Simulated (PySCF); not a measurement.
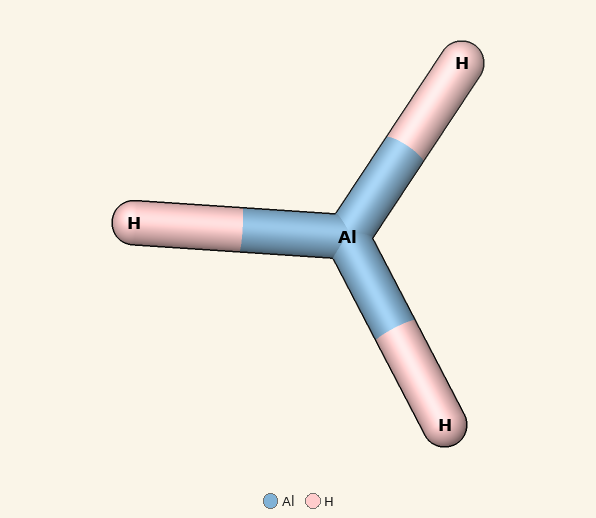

The geometry was computed by an optimisation with PBE0-D4/def2-TZVP. No frequency run is at hand to confirm it as a minimum. Properties computed with CCSD(T)/CBS estimate, frozen core: MP2 correlation extrapolated from def2-TZVPP and def2-QZVPP, CCSD(T) minus MP2 from the smaller set (PySCF 2.14.0).

> Give the T1 diagnostic at this level.

0.008.
